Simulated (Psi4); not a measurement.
# FNO-CCSD(T)/cc-pVDZ (occ tolerance 3e-05, sweep point 4) run of SiS (SMILES [Si-]#[S+])

What is the energy change on altering one bond length of SiS at FNO-CCSD(T)/cc-pVDZ (occ tolerance 3e-05, sweep point 4)? 

The results are computed with Psi4 1.11.

### 1 The system as given

SiS has 2 atoms, charge 0, and is taken as a singlet. As SMILES, `[Si-]#[S+]`. The bond length is the measured one.

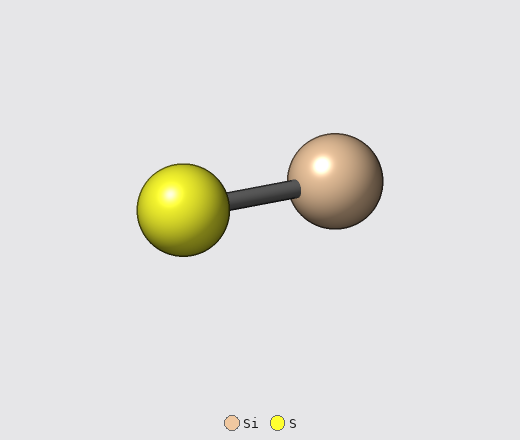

Viewed from a chosen angle; silicon light orange, sulfur yellow.

### 2 The energy at FNO-CCSD(T)/cc-pVDZ (occ tolerance 3e-05, sweep point 4)

Input file job.in:

```
memory 1600 mb

molecule {
  Si     0.000000     0.000000     0.000000
  S      0.000000     0.000000     1.929321
  symmetry c1
}

set globals {
  basis cc-pVDZ
  reference rhf
  puream true
  scf_type pk
  num_frozen_docc 10
  occ_tolerance 3e-05
}

E, wfn = energy("fno-ccsd(t)", return_wfn=True)
print_variables()
```

Run with:

```sh
psi4 -n 1 job.in job.out
```

job.out, cut to the lines that bear on the results:

```text
[...]
  Running in c1 symmetry.
[...]
  Nuclear repulsion =   61.439073741528752
[...]
  Multiplicity = 1
[...]
  Nalpha       = 15
  Nbeta        = 15
[...]
    Number of basis functions: 36
[...]
   @RHF iter   1:  -686.45263006804987   -5.52632e-01   5.47360e-03 ADIIS/DIIS
[...]
   @RHF iter  10:  -686.48078228321208   -5.68434e-13   1.41013e-09 DIIS
[...]
    Orbital Energies [Eh]
    ---------------------
    Doubly Occupied:
       1A    -91.937525     2A    -68.841004     3A     -8.942562
       4A     -6.623275     5A     -6.621589     6A     -6.621589
       7A     -6.186359     8A     -4.287148     9A     -4.287075
      10A     -4.287075    11A     -0.943829    12A     -0.572973
      13A     -0.387845    14A     -0.387289    15A     -0.387289
[...]
  @RHF Final Energy:  -686.48078228321208
   => Energetics <=
    Nuclear Repulsion Energy =             61.4390737415287518
    One-Electron Energy =               -1073.2108596628963824
    Two-Electron Energy =                 325.2910036381556438
    Total Energy =                       -686.4807822832119655
[...]
 Multipole Moments:
 ------------------------------------------------------------------------------------
     Multipole            Electronic (a.u.)      Nuclear  (a.u.)        Total (a.u.)
 ------------------------------------------------------------------------------------
 L = 1.  Multiply by 2.5417464519 to convert [e a0] to [Debye]
 Dipole X            :          0.0000000            0.0000000            0.0000000
 Dipole Y            :          0.0000000            0.0000000            0.0000000
 Dipole Z            :         -0.8821235            0.0013275           -0.8807960
 Magnitude           :                                                    0.8807960
[...]
      * MP2 total energy:                   -686.684155278567
[...]
      * MP2 total energy:                   -686.684155278567
[...]
      * MP3 total energy:                   -686.702175551390
[...]
      * CCSD total energy:                  -686.706046767369
[...]
      * CCSD(T) total energy                -686.716866907874
[...]
```

Run time: 3.9 s. Hardware: 1 thread of Intel Xeon 6975P-C (Granite Rapids), shared host; peak memory 0.27 GiB.

### 3 The distorted shape at the same level

Input file job.dat:

```
memory 1600 mb

molecule mol {
  0 1
  Si     0.000000     0.000000    -0.964679
  S      0.000000     0.000000     1.929321
  symmetry c1
}

set basis cc-pVDZ
set puream true
set scf_type pk
set num_frozen_docc 10
set occ_tolerance 3e-05

e_tot, wfn = energy("fno-ccsd(t)", return_wfn=True)
```

Run with:

```sh
psi4 job.dat job.out -n 1
```

job.out, cut to the lines that bear on the results:

```text
[...]
  Running in c1 symmetry.
[...]
  Nuclear repulsion =   40.959120660013824
[...]
  Multiplicity = 1
[...]
  Nalpha       = 15
  Nbeta        = 15
[...]
    Number of basis functions: 36
[...]
   @RHF iter   1:  -686.01433815044402   -7.72618e-01   1.27889e-02 DIIS/ADIIS
[...]
   @RHF iter  15:  -686.29325780894783   -3.41061e-13   1.48201e-09 DIIS
[...]
    Orbital Energies [Eh]
    ---------------------
    Doubly Occupied:
       1A    -91.926929     2A    -68.939655     3A     -8.918345
       4A     -6.600185     5A     -6.596026     6A     -6.596026
       7A     -6.273204     8A     -4.373671     9A     -4.373671
      10A     -4.369767    11A     -0.809712    12A     -0.612740
      13A     -0.320135    14A     -0.308101    15A     -0.308101
[...]
  @RHF Final Energy:  -686.29325780894783
   => Energetics <=
    Nuclear Repulsion Energy =             40.9591206600138236
    One-Electron Energy =               -1031.8522193460116796
    Two-Electron Energy =                 304.5998408770500419
    Total Energy =                       -686.2932578089478284
[...]
 Multipole Moments:
 ------------------------------------------------------------------------------------
     Multipole            Electronic (a.u.)      Nuclear  (a.u.)        Total (a.u.)
 ------------------------------------------------------------------------------------
 L = 1.  Multiply by 2.5417464519 to convert [e a0] to [Debye]
 Dipole X            :          0.0000000            0.0000000            0.0000000
 Dipole Y            :          0.0000000            0.0000000            0.0000000
 Dipole Z            :         -2.4041490            0.0019913           -2.4021578
 Magnitude           :                                                    2.4021578
[...]
      * MP2 total energy:                   -686.497728384372
[...]
      * MP2 total energy:                   -686.497728384372
[...]
      * MP3 total energy:                   -686.517823395902
[...]
      * CCSD total energy:                  -686.551449607797
[...]
      * CCSD(T) total energy                -686.599047791833
[...]
```

It took 6.6 s on 1 thread of Intel Xeon 6975P-C (Granite Rapids), shared host; peak memory 0.27 GiB.

### 4 What came out

Level: FNO-CCSD(T)/cc-pVDZ (occ tolerance 3e-05, sweep point 4), 10 core orbitals frozen.

| quantity | value |
| --- | --- |
| first shape: total energy | -686.71687 Eh |
| first shape: HOMO energy (Hartree–Fock orbitals) | -10.54 eV |
| first shape: LUMO energy (Hartree–Fock orbitals) | 0.87 eV |
| first shape: HOMO–LUMO gap (Hartree–Fock orbitals) | 11.41 eV |
| first shape: correlation energy (10 core orbitals frozen) | -236.1 mEh |
| first shape: (T) correction | -10.82 mEh |
| first shape: T1 diagnostic | 0.025 |
| distorted shape: total energy | -686.59905 Eh |
| distorted shape: HOMO energy (Hartree–Fock orbitals) | -8.38 eV |
| distorted shape: LUMO energy (Hartree–Fock orbitals) | -1.20 eV |
| distorted shape: HOMO–LUMO gap (Hartree–Fock orbitals) | 7.18 eV |
| distorted shape: correlation energy (10 core orbitals frozen) | -305.8 mEh |
| distorted shape: (T) correction | -47.60 mEh |
| distorted shape: T1 diagnostic | 0.191 |
| energy change with the Si1–S2 bond stretched from 1.929 to 2.894 Å | 3.206 eV |

In words: With the Si1–S2 bond stretched from 1.929 to 2.894 Å the energy rises by 3.21 eV (309 kJ/mol). The first shape isn't relaxed at this level, so the change isn't measured from a minimum. A restricted reference can't describe the breaking bond well at this length. The T1 diagnostic (first shape) of 0.025 is above the customary mark for such species, so a single reference may not serve. The triples (first shape) make up 4.6 % of the correlation energy. The T1 diagnostic (distorted shape) of 0.191 is above the customary mark for such species, so a single reference may not serve. The triples (distorted shape) make up 15.6 % of the correlation energy.
